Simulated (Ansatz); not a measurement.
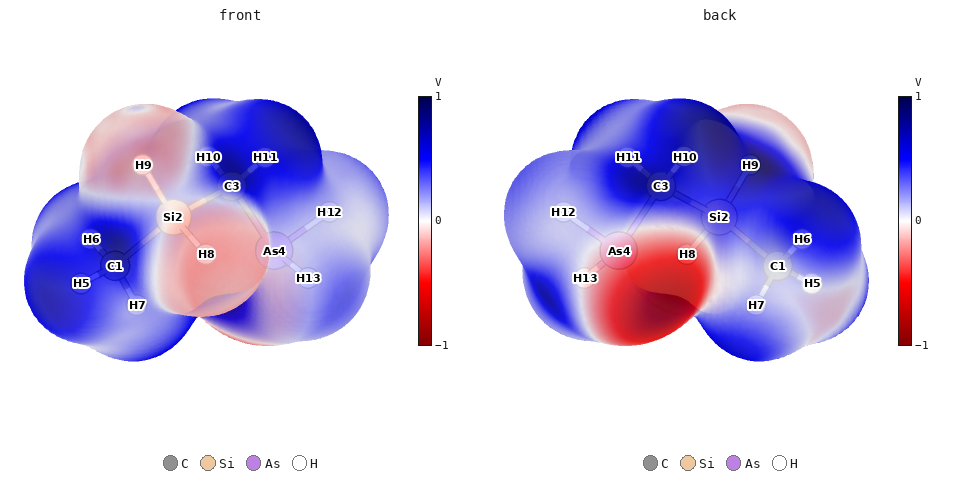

Figure. C2H9AsSi. The molecular electrostatic potential painted on the density surface at 0.002 e/bohr³, seen from the front and from behind; the colour scale runs from red (negative) to blue (positive).

Method: Ansatz, RKS PBE0-D4/def2-SVP.

```yaml
atoms:
  - { symbol: C, position_ang: [-1.2372, 0.3660, 1.5014] }
  - { symbol: Si, position_ang: [-0.5268, -0.8704, 0.2782] }
  - { symbol: C, position_ang: [-1.7114, -2.3092, -0.0109] }
  - { symbol: As, position_ang: [-2.2181, -3.2548, 1.6545] }
  - { symbol: H, position_ang: [-0.5425, 1.2052, 1.6593] }
  - { symbol: H, position_ang: [-2.1898, 0.7779, 1.1326] }
  - { symbol: H, position_ang: [-1.4285, -0.1061, 2.4777] }
  - { symbol: H, position_ang: [0.7727, -1.4096, 0.7942] }
  - { symbol: H, position_ang: [-0.2531, -0.1946, -1.0312] }
  - { symbol: H, position_ang: [-2.6447, -1.9170, -0.4489] }
  - { symbol: H, position_ang: [-1.2736, -3.0097, -0.7380] }
  - { symbol: H, position_ang: [-2.6757, -4.5471, 0.9814] }
  - { symbol: H, position_ang: [-0.8283, -3.8254, 1.9298] }
```

### Where is the surface potential most negative and most positive?

The most negative region (about −0.8 V, or −18 kcal/mol for a unit charge) lies over As4, the most positive (about +0.9 V, or +21 kcal/mol for a unit charge) over Si2 and H10.
